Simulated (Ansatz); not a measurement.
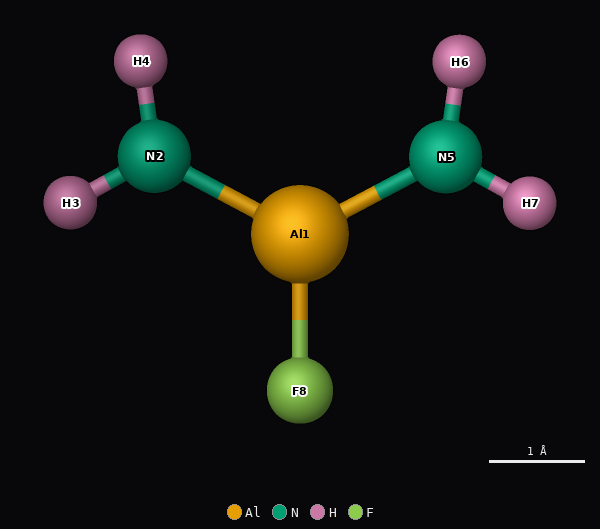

*The input geometry (ball-and-stick view, seen on its broad side; atoms are numbered from 1 in the order of the input). Sticks mark near contacts.*

Bond lengths as drawn: Al–F 1.66 Å, Al–N 1.76 Å and H–N 1.02 Å.

**Molecular dynamics of AlN$_{2}$H$_{4}$F (part 1 of 2)**

AlN$_{2}$H$_{4}$F, computed with RKS LDA/def2-SVP (Ansatz 0.2.0).

One setting was made poor on purpose. It belongs to a series of runs on one base structure; here: dynamics from the start. Figures and captions count atoms from 1; the log counts them from 0 in places.

## What the program printed
```
Engine: ansatz 0.2.0, aarch64-unknown-linux-gnu
Functional definition: SPW92
  exchange = slater_x
  correlation = pw_c
917 factors; their error is unknown
mean field evaluation 1: about -12267.3174 eV, gradient 9.6e1 eV
mean field evaluation 2: about -12191.6589 eV, gradient 1.7e2 eV
mean field evaluation 4: about -12284.4129 eV, gradient 2.7e1 eV
mean field evaluation 8: about -12285.5030 eV, gradient 1.5e-1 eV
mean field evaluation 16: about -12285.4536 eV, gradient 5.6e-5 eV
mean field -12285.45358113 eV, -451.4820917271 hartree, gradient 5.6e-5 eV, S^2 0.000000; 0 other end points of the search recorded, 0 dependent functions left out
the calculation of the forces begins
reference -12285.45361778 eV, -451.4820930738 hartree; 20, 20 occupied and 60, 60 virtual orbitals, 917 factors
md step     0: t =     0.00 fs  T =   437.5 K  F+E_penalty+E_count = -12285.45358113 eV  E_kin = 0.452410 eV  (26 SCF iters)
these checks for a lower state are left out or cut short: starts, cluster_reference, orbital_swaps, neighbouring_geometries, increment
917 factors; their error is unknown
mean field -12285.12258867 eV, -451.4699279783 hartree, gradient 1.4e-5 eV, S^2 0.000000; 0 other end points of the search recorded, 0 dependent functions left out
[... from here on the field's lines of each further geometry are left out, up to the last ...]
md step     1: t =     3.00 fs  T =   290.2 K  F+E_penalty+E_count = -12285.12258867 eV  E_kin = 0.300113 eV  (28 SCF iters)
md step     2: t =     6.00 fs  T =   223.2 K  F+E_penalty+E_count = -12284.99252698 eV  E_kin = 0.230802 eV  (29 SCF iters)
md step     3: t =     9.00 fs  T =   279.1 K  F+E_penalty+E_count = -12284.89508671 eV  E_kin = 0.288573 eV  (29 SCF iters)
md step     4: t =    12.00 fs  T =   407.4 K  F+E_penalty+E_count = -12284.96439111 eV  E_kin = 0.421256 eV  (28 SCF iters)
md step     5: t =    15.00 fs  T =   530.6 K  F+E_penalty+E_count = -12284.97803652 eV  E_kin = 0.548717 eV  (34 SCF iters)
md step     6: t =    18.00 fs  T =   608.3 K  F+E_penalty+E_count = -12284.90295927 eV  E_kin = 0.629048 eV  (34 SCF iters)
md step     7: t =    21.00 fs  T =   461.2 K  F+E_penalty+E_count = -12285.01082656 eV  E_kin = 0.476923 eV  (34 SCF iters)
md step     8: t =    24.00 fs  T =   282.9 K  F+E_penalty+E_count = -12285.03417378 eV  E_kin = 0.292535 eV  (28 SCF iters)
md step     9: t =    27.00 fs  T =   184.1 K  F+E_penalty+E_count = -12284.86475802 eV  E_kin = 0.190375 eV  (28 SCF iters)
md step    10: t =    30.00 fs  T =   276.0 K  F+E_penalty+E_count = -12284.80643245 eV  E_kin = 0.285435 eV  (27 SCF iters)
md step    11: t =    33.00 fs  T =   527.4 K  F+E_penalty+E_count = -12285.13712319 eV  E_kin = 0.545345 eV  (27 SCF iters)
md step    12: t =    36.00 fs  T =   454.1 K  F+E_penalty+E_count = -12285.14820135 eV  E_kin = 0.469626 eV  (27 SCF iters)
md step    13: t =    39.00 fs  T =   243.0 K  F+E_penalty+E_count = -12284.62903828 eV  E_kin = 0.251233 eV  (36 SCF iters)
md step    14: t =    42.00 fs  T =   461.0 K  F+E_penalty+E_count = -12285.16890834 eV  E_kin = 0.476689 eV  (28 SCF iters)
md step    15: t =    45.00 fs  T =  1133.2 K  F+E_penalty+E_count = -12284.60361881 eV  E_kin = 1.171866 eV  (34 SCF iters)
md step    16: t =    48.00 fs  T =  1786.8 K  F+E_penalty+E_count = -12282.31238116 eV  E_kin = 1.847698 eV  (58 SCF iters)
md step    17: t =    51.00 fs  T =   311.6 K  F+E_penalty+E_count = -12281.22778089 eV  E_kin = 0.322263 eV  (47 SCF iters)
md step    18: t =    54.00 fs  T =   962.8 K  F+E_penalty+E_count = -12281.88930486 eV  E_kin = 0.995664 eV  (31 SCF iters)
md step    19: t =    57.00 fs  T =  2953.9 K  F+E_penalty+E_count = -12284.50761340 eV  E_kin = 3.054592 eV  (35 SCF iters)
md step    20: t =    60.00 fs  T = 904128.4 K  F+E_penalty+E_count = -12242.41229110 eV  E_kin = 934.941115 eV  (31 SCF iters)
md step    21: t =    63.00 fs  T = 2800965.1 K  F+E_penalty+E_count = -12274.70062567 eV  E_kin = 2896.421943 eV  (61 SCF iters)
md step    22: t =    66.00 fs  T = 2060740.0 K  F+E_penalty+E_count = -12269.68112718 eV  E_kin = 2130.970026 eV  (72 SCF iters)
md step    23: t =    69.00 fs  T = 1522423.2 K  F+E_penalty+E_count = -12268.98327406 eV  E_kin = 1574.307326 eV  (83 SCF iters)
md step    24: t =    72.00 fs  T = 1121935.6 K  F+E_penalty+E_count = -12268.62967128 eV  E_kin = 1160.171199 eV  (123 SCF iters)
md step    25: t =    75.00 fs  T = 831984.1 K  F+E_penalty+E_count = -12267.97736854 eV  E_kin = 860.338114 eV  (168 SCF iters)
md step    26: t =    78.00 fs  T = 624984.3 K  F+E_penalty+E_count = -12267.97108012 eV  E_kin = 646.283718 eV  (221 SCF iters)
md step    27: t =    81.00 fs  T = 459737.1 K  F+E_penalty+E_count = -12267.75703693 eV  E_kin = 475.404963 eV  (1012 SCF iters)
md step    28: t =    84.00 fs  T = 341725.9 K  F+E_penalty+E_count = -12266.96567993 eV  E_kin = 353.371912 eV  (225 SCF iters)
md step    29: t =    87.00 fs  T = 251675.0 K  F+E_penalty+E_count = -12266.81261330 eV  E_kin = 260.252057 eV  (350 SCF iters)
md step    30: t =    90.00 fs  T = 189086.6 K  F+E_penalty+E_count = -12268.41466748 eV  E_kin = 195.530678 eV  (224 SCF iters)
md step    31: t =    93.00 fs  T = 144884.6 K  F+E_penalty+E_count = -12266.58991491 eV  E_kin = 149.822273 eV  (303 SCF iters)
md step    32: t =    96.00 fs  T = 125390.7 K  F+E_penalty+E_count = -12263.88420443 eV  E_kin = 129.663973 eV  (385 SCF iters)
md step    33: t =    99.00 fs  T = 91184.5 K  F+E_penalty+E_count = -12263.21259931 eV  E_kin = 94.292106 eV  (442 SCF iters)
md step    34: t =   102.00 fs  T = 66996.4 K  F+E_penalty+E_count = -12263.42859453 eV  E_kin = 69.279669 eV  (617 SCF iters)
md step    35: t =   105.00 fs  T = 50781.4 K  F+E_penalty+E_count = -12262.43402918 eV  E_kin = 52.512049 eV  (451 SCF iters)
md step    36: t =   108.00 fs  T = 41049.9 K  F+E_penalty+E_count = -12258.99478854 eV  E_kin = 42.448926 eV  (661 SCF iters)
md step    37: t =   111.00 fs  T = 29404.7 K  F+E_penalty+E_count = -12257.26921091 eV  E_kin = 30.406765 eV  (531 SCF iters)
md step    38: t =   114.00 fs  T = 22028.5 K  F+E_penalty+E_count = -12257.16695232 eV  E_kin = 22.779216 eV  (1666 SCF iters)
md step    39: t =   117.00 fs  T = 16727.4 K  F+E_penalty+E_count = -12257.38991387 eV  E_kin = 17.297486 eV  (501 SCF iters)
the calculation of the forces begins
reference -12257.39357266 eV, -450.4509054355 hartree; 20, 20 occupied and 60, 60 virtual orbitals, 917 factors
917 factors; their error is unknown
mean field evaluation 1280: about -12254.9930 eV, gradient 2.4e1 eV
mean field evaluation 1312: about -12257.3935 eV, gradient 8.3e-5 eV
mean field evaluation 1344: about -12243.4412 eV, gradient 3.6e1 eV
mean field evaluation 1376: about -12257.3935 eV, gradient 3.6e-6 eV
mean field evaluation 1408: about -12257.3935 eV, gradient 1.2e-4 eV
mean field evaluation 1440: about -12257.3935 eV, gradient 8.5e-5 eV
mean field evaluation 1472: about -12257.3935 eV, gradient 3.1e-3 eV
mean field evaluation 1504: about -12250.4819 eV, gradient 1.3e1 eV
mean field evaluation 1536: about -12257.3883 eV, gradient 1.1e0 eV
mean field evaluation 1568: about -12257.1869 eV, gradient 2.0e0 eV
mean field evaluation 1600: about -12257.0635 eV, gradient 2.2e0 eV
mean field evaluation 1632: about -12245.0153 eV, gradient 3.5e1 eV
mean field evaluation 1664: about -12257.3935 eV, gradient 6.0e-4 eV
mean field evaluation 1696: about -12257.3935 eV, gradient 3.1e-8 eV
mean field evaluation 1728: about -12257.3935 eV, gradient 5.5e-6 eV
mean field evaluation 1760: about -12257.3935 eV, gradient 6.5e-5 eV
mean field evaluation 1792: about -12253.4377 eV, gradient 1.8e1 eV
mean field -12257.39348811 eV, -450.4509023282 hartree, gradient 8.8e-10 eV, S^2 0.000000; 17 other end points of the search recorded, 0 dependent functions left out
the calculation of the forces begins
reference -12257.39357495 eV, -450.4509055196 hartree; 20, 20 occupied and 60, 60 virtual orbitals, 917 factors
md step    40: t =   120.00 fs  T = 12048.3 K  F+E_penalty+E_count = -12257.39348811 eV  E_kin = 12.458915 eV  (4124 SCF iters)
```

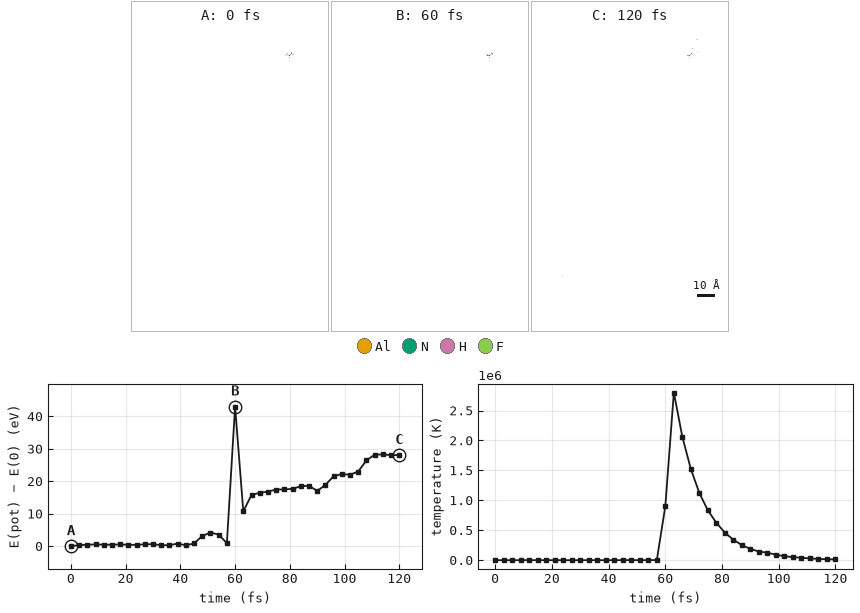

*Frames of the molecular dynamics (ball-and-stick, seen at a tilt) above the curves, on which the letters mark them.*

The trajectory kept here has 41 frames over 120 fs. The temperature starts at 438 K, ranges from 184 to 2800965 K and averages 557613 K over the second half. The potential energy ends 28.060 eV above its first value. After an unweighted best fit of the last frame on the first, the root-mean-square displacement is 52.98 Å, and H3 has moved furthest (139.39 Å).

```
Total energy: -12257.39357495 eV, -450.4509055196 hartree
Atom 0 at     0.052431    -0.058282     0.088156 Å, force     1.496048    -0.379023    -0.314427 eV/Å
Atom 1 at    11.243061    -0.422314     1.204573 Å, force    -0.000099    -0.000120    -0.000118 eV/Å
Atom 2 at  -158.489086     3.847042    16.047897 Å, force    -0.000001     0.000001    -0.000002 eV/Å
Atom 3 at    -0.232992    -0.947968     1.309636 Å, force     0.177732    -0.480458     0.831928 eV/Å
Atom 4 at     1.840058     0.311822    -0.445432 Å, force    -0.336315    -0.014768    -0.002474 eV/Å
Atom 5 at     4.339872    -1.216636    -1.363969 Å, force    -0.706076     0.249490     0.224649 eV/Å
Atom 6 at     2.195386    -1.631524   -12.235210 Å, force    -0.000020     0.000035     0.000007 eV/Å
Atom 7 at    -1.405907     0.365652    -0.508743 Å, force    -0.631271     0.624843    -0.739563 eV/Å
Dipole moment:    -2.693901    -0.087460     0.000761 e Å
```

## Trajectory as extended XYZ (Å, eV, eV/Å), 41 frames, from step=0 to step=40
```
8
Properties=species:S:1:pos:R:3:forces:R:3 step=0 time_fs=0.0 energy=-12285.45358 temperature=437.5
Al    0.0941    0.0967    0.0603   -0.0023   0.0007  -0.0016
N     0.0217   -0.1356    1.8023   -0.0039  -0.0004   0.0030
H    -0.8485   -0.0988    2.3388    0.0000   0.0003  -0.0006
H     0.8157   -0.3224    2.4182    0.0021  -0.0007   0.0014
N     1.5747    0.0334   -0.8870    0.0049   0.0001  -0.0012
H     2.5139   -0.1442   -0.5244   -0.0016   0.0008  -0.0011
H     1.6013    0.1750   -1.8997   -0.0006  -0.0007  -0.0007
F    -1.3304    0.3959   -0.7435    0.0013  -0.0002   0.0007
8
Properties=species:S:1:pos:R:3:forces:R:3 step=1 time_fs=3.0 energy=-12285.12259 temperature=290.2
Al    0.0982    0.0813    0.0809   -0.5135   0.4002  -1.8674
N     0.0196   -0.1272    1.7824   -2.3120   0.2227   1.4841
H    -0.8628   -0.0133    2.3721    1.3027  -0.1891  -1.0566
H     0.7898   -0.2631    2.4002    1.0312  -0.2070   0.7324
N     1.5771    0.0238   -0.8918    3.1722  -0.3734   1.5147
H     2.6319   -0.0926   -0.4913   -3.2436   0.3078  -1.0278
H     1.6781    0.2177   -1.8865   -0.2061   0.0388  -0.2466
F    -1.3459    0.3955   -0.7531    0.7691  -0.2000   0.4672
8
Properties=species:S:1:pos:R:3:forces:R:3 step=2 time_fs=6.0 energy=-12284.99253 temperature=223.2
Al    0.1031    0.0613    0.1014   -0.6036   0.7364  -3.7036
N     0.0041   -0.1229    1.7718    4.0784  -0.8507   2.8727
H    -0.7660    0.0275    2.3539   -2.0456   0.3251   1.2127
H     0.8711   -0.2385    2.4540   -2.0691   0.2260  -1.8869
N     1.5976    0.0192   -0.8960   -2.6987   0.1586  -0.4007
H     2.4975   -0.0206   -0.5350    2.5119  -0.2448   1.3427
H     1.7147    0.2582   -1.8802   -0.4924   0.0161  -0.2369
F    -1.3587    0.3941   -0.7538    1.3192  -0.3667   0.7999
8
Properties=species:S:1:pos:R:3:forces:R:3 step=3 time_fs=9.0 energy=-12284.89509 temperature=279.1
Al    0.1077    0.0471    0.1134   -0.9016   0.9089  -4.3389
N     0.0184   -0.1377    1.7778   -3.8834   0.6156   3.3137
H    -0.8559    0.1120    2.4353    2.3178  -0.7590  -2.0696
H     0.8042   -0.1699    2.3673    1.6969  -0.2070   1.2546
N     1.6026    0.0192   -0.9050    0.7126  -0.3399   3.4524
H     2.5646    0.0493   -0.4399   -1.4923  -0.1208  -0.7213
H     1.7096    0.2275   -1.8611   -0.0354   0.3716  -1.8628
F    -1.3671    0.3906   -0.7502    1.5855  -0.4695   0.9719
8
Properties=species:S:1:pos:R:3:forces:R:3 step=4 time_fs=12.0 energy=-12284.96439 temperature=407.4
Al    0.1120    0.0382    0.1125   -0.8935   0.7599  -3.7451
N     0.0013   -0.1537    1.8004    3.9045  -0.8429   0.9638
H    -0.7700    0.1660    2.2945   -2.1399   0.8025   1.6056
H     0.9032   -0.1130    2.3801   -1.6905  -0.1636  -0.7442
N     1.6116    0.0100   -0.9071   -0.5574   0.3871  -0.8483
H     2.4971    0.1418   -0.3845   -0.1743  -0.0781  -0.7212
H     1.6718    0.1967   -1.9801   -0.0089  -0.3822   2.5308
F    -1.3669    0.3837   -0.7436    1.5600  -0.4827   0.9587
8
Properties=species:S:1:pos:R:3:forces:R:3 step=5 time_fs=15.0 energy=-12284.97804 temperature=530.6
Al    0.1134    0.0269    0.1010   -0.6668   0.4737  -2.6306
N    -0.0022   -0.1702    1.8213   -3.1459   0.6626  -0.2983
H    -0.8549    0.3140    2.2642    1.7696  -0.9262  -0.3810
H     0.8545   -0.0996    2.2918    1.5966   0.1904   1.7380
N     1.6182   -0.0006   -0.9208   -1.8632  -0.7202   3.4481
H     2.4302    0.2724   -0.3868    0.8627   0.1555  -0.2577
H     1.6023    0.1854   -1.8775    0.2965   0.5530  -2.3005
F    -1.3539    0.3709   -0.7278    1.1504  -0.3888   0.6820
8
Properties=species:S:1:pos:R:3:forces:R:3 step=6 time_fs=18.0 energy=-12284.90296 temperature=608.3
Al    0.1124    0.0161    0.0813   -0.2729   0.2220  -0.8816
N    -0.0287   -0.1824    1.8372    4.2281  -1.0736  -0.2218
H    -0.7506    0.3941    2.1750   -1.3197   1.1820   1.3711
H     0.9463   -0.1128    2.3643   -2.7885  -0.0543  -0.8969
N     1.6057   -0.0097   -0.9074    0.2883   1.0233  -1.1117
H     2.4420    0.4328   -0.4311   -0.7966  -0.5955  -0.9184
H     1.5637    0.2281   -1.9757    0.2524  -0.4732   2.4587
F    -1.3375    0.3564   -0.7036    0.4088  -0.2307   0.2006
8
Properties=species:S:1:pos:R:3:forces:R:3 step=7 time_fs=21.0 energy=-12285.01083 temperature=461.2
Al    0.1108    0.0097    0.0617    0.1524   0.0013   0.8136
N    -0.0269   -0.2014    1.8522   -3.2752   2.1189  -1.3882
H    -0.7463    0.5781    2.1892    1.6845  -2.0391  -0.5365
H     0.7793   -0.1445    2.4118    1.6848   0.0445   1.3662
N     1.5905   -0.0026   -0.9020   -0.1028   0.0057   0.6442
H     2.3939    0.5147   -0.5579    0.4968  -0.0212   0.4918
H     1.5737    0.2101   -1.8822   -0.2920  -0.0476  -1.1527
F    -1.3254    0.3456   -0.6807   -0.3486  -0.0625  -0.2385
8
Properties=species:S:1:pos:R:3:forces:R:3 step=8 time_fs=24.0 energy=-12285.03417 temperature=282.9
Al    0.1130   -0.0031    0.0494    0.2308  -0.0073   1.7553
N    -0.0345   -0.2060    1.8549    0.7344   1.2562   0.5198
H    -0.6343    0.5784    2.1957   -0.2772  -0.5492  -0.2834
H     0.7293   -0.1405    2.5885   -0.5087  -0.5705  -1.2200
N     1.5760    0.0051   -0.8983    0.8400   0.5566  -0.8454
H     2.3864    0.5663   -0.6094    0.0808  -0.2941   0.5580
H     1.5714    0.1972   -1.9091   -0.4138  -0.3752  -0.0754
F    -1.3217    0.3374   -0.6659   -0.6863  -0.0167  -0.4089
8
Properties=species:S:1:pos:R:3:forces:R:3 step=9 time_fs=27.0 energy=-12284.86476 temperature=184.1
Al    0.1160   -0.0195    0.0462   -0.2113   0.1584   1.9253
N    -0.0301   -0.2070    1.8527    1.0695  -0.3573  -0.9093
H    -0.5832    0.5121    2.2453   -2.2936   1.4422   0.0812
H     0.6150   -0.1487    2.6435    1.1836  -0.9867  -0.3704
N     1.5716    0.0112   -0.9006    1.7532   1.0306  -0.5089
H     2.4085    0.5786   -0.5876   -0.9244  -0.9103  -0.0096
H     1.5525    0.1645   -1.9184   -0.2233  -0.2597   0.0508
F    -1.3323    0.3359   -0.6600   -0.3536  -0.1171  -0.2590
8
Properties=species:S:1:pos:R:3:forces:R:3 step=10 time_fs=30.0 energy=-12284.80643 temperature=276.0
Al    0.1148   -0.0321    0.0539   -0.5278   0.4388   1.2762
N    -0.0209   -0.2196    1.8492   -1.8935   2.9507   1.6593
H    -0.7070    0.5563    2.3419    1.2128  -2.2306  -2.0493
H     0.6073   -0.2033    2.6669    0.7062  -0.7355  -0.6889
N     1.5834    0.0204   -0.9017   -0.9974  -0.5463  -0.4204
H     2.3867    0.4983   -0.5591    1.2024   0.4590   0.5445
H     1.5366    0.1249   -1.9127    0.0014  -0.0561  -0.3417
F    -1.3552    0.3381   -0.6564    0.2959  -0.2799   0.0203
8
Properties=species:S:1:pos:R:3:forces:R:3 step=11 time_fs=33.0 energy=-12285.13712 temperature=527.4
Al    0.1109   -0.0516    0.0720   -0.5318   0.6290   0.4925
N    -0.0221   -0.2158    1.8606    0.8342   0.2029   0.2619
H    -0.6940    0.4137    2.2923   -0.8751   0.2164  -0.1666
H     0.6622   -0.2855    2.6451    0.0293  -0.4160  -1.0091
N     1.5974    0.0262   -0.8986   -0.0250   0.2813  -0.4863
H     2.4692    0.4526   -0.5097   -0.6729  -0.4714  -0.5256
H     1.5220    0.1024   -1.9450    0.3443  -0.0097   1.1216
F    -1.3798    0.3347   -0.6494    0.8970  -0.4326   0.3117
8
Properties=species:S:1:pos:R:3:forces:R:3 step=12 time_fs=36.0 energy=-12285.14820 temperature=454.1
Al    0.1050   -0.0717    0.0867   -0.3039   0.7931  -0.2218
N    -0.0112   -0.2071    1.8694    1.3722  -1.0277  -2.5105
H    -0.7523    0.3087    2.2352   -1.9791   1.1859   1.2446
H     0.7159   -0.3850    2.5358    0.5967  -0.1832   0.5916
N     1.6143    0.0325   -0.8958   -1.9852  -0.6104   1.2231
H     2.4840    0.3752   -0.5474    1.0407   0.2881   0.4410
H     1.5595    0.1006   -1.8896    0.0273   0.0676  -1.2307
F    -1.3981    0.3244   -0.6411    1.2313  -0.5133   0.4627
8
Properties=species:S:1:pos:R:3:forces:R:3 step=13 time_fs=39.0 energy=-12284.62904 temperature=243.0
Al    0.1040   -0.0824    0.0931   -0.4804   0.9665  -0.7932
N     0.0075   -0.2026    1.8573   -2.3472   1.3775   1.1666
H    -0.9773    0.3274    2.2800    3.9178  -2.1386  -1.0201
H     0.8042   -0.4839    2.4955   -1.5016   0.6077  -0.3798
N     1.6120    0.0312   -0.8921    0.2922   0.3500  -1.3022
H     2.5686    0.3184   -0.5581   -1.1301  -0.4168  -0.1685
H     1.6156    0.1121   -1.9680   -0.1511  -0.2135   1.9835
F    -1.4129    0.3097   -0.6312    1.4003  -0.5327   0.5138
8
Properties=species:S:1:pos:R:3:forces:R:3 step=14 time_fs=42.0 energy=-12285.16891 temperature=461.0
Al    0.1089   -0.0915    0.0934   -0.7435   1.0290  -1.1308
N     0.0102   -0.1901    1.8481   -0.7244   0.2743  -0.6295
H    -0.8838    0.1800    2.2502    1.1002  -0.5689   0.1520
H     0.7694   -0.5103    2.4447   -0.2742   0.0970   0.5471
N     1.6022    0.0411   -0.9041   -0.2355  -0.1445   1.8183
H     2.5675    0.2138   -0.5844   -0.4136  -0.1556   0.2829
H     1.6302    0.1126   -1.8931   -0.2961   0.0186  -1.5877
F    -1.4252    0.2917   -0.6202    1.5872  -0.5499   0.5477
```
